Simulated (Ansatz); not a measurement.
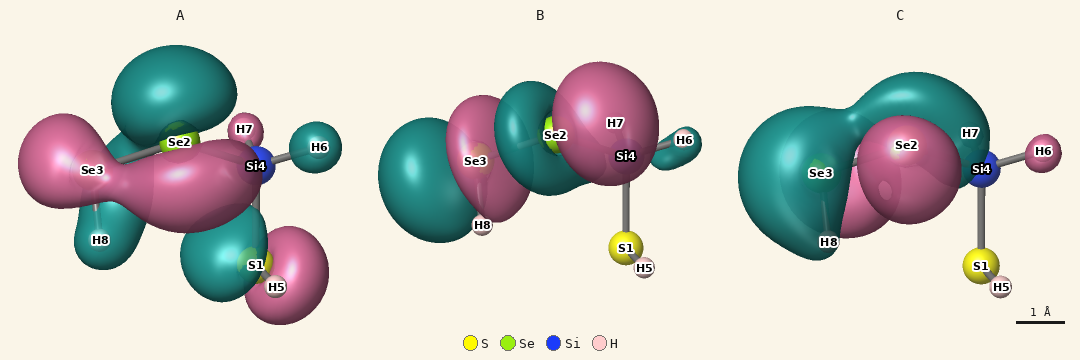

The picture shows: H₄SSe₂Si (SMILES S[SiH2][Se][SeH]). Three frontier orbitals at ±0.08 Å⁻³ᐟ² (teal and pink are the two phases), in no order.

Geometry: PBE0-D3(BJ)/def2-SVP.

Computed with Ansatz, isolated molecule in a Gaussian basis; Kohn-Sham density functional theory, functional PBE0.

```json
{"atom": "S", "x (Å)": "1.6710", "y (Å)": "-0.2413", "z (Å)": "-0.0421"}
{"atom": "Se", "x (Å)": "0.4085", "y (Å)": "1.0634", "z (Å)": "-3.2655"}
{"atom": "Se", "x (Å)": "-0.9592", "y (Å)": "2.2357", "z (Å)": "-1.7592"}
{"atom": "Si", "x (Å)": "0.6973", "y (Å)": "-0.7410", "z (Å)": "-1.8859"}
{"atom": "H", "x (Å)": "2.8492", "y (Å)": "0.0674", "z (Å)": "-0.6287"}
{"atom": "H", "x (Å)": "1.5104", "y (Å)": "-1.7097", "z (Å)": "-2.6810"}
{"atom": "H", "x (Å)": "-0.6154", "y (Å)": "-1.3126", "z (Å)": "-1.4847"}
{"atom": "H", "x (Å)": "0.1458", "y (Å)": "2.7066", "z (Å)": "-0.9036"}
```

### Order the three orbitals by energy and name them.

A is the HOMO−1 (−7.32 eV). Its weight (Hirshfeld) is mainly on Se2 (about 55 %), Se3 (about 20 %), S1 (about 15 %) and Si4 (about 5 %). C is the HOMO (−6.96 eV). By Hirshfeld shares it lies mainly on Se3 (about 60 %), Se2 (about 30 %) and Si4 (about 5 %); π-antibonding (π*) across Se3–Se2. B is the LUMO (−1.98 eV). By Hirshfeld shares it lies mainly on Se3 (about 45 %), Se2 (about 40 %) and Si4 (about 5 %).

### What is the HOMO–LUMO gap?

4.98 eV between the orbital energies.
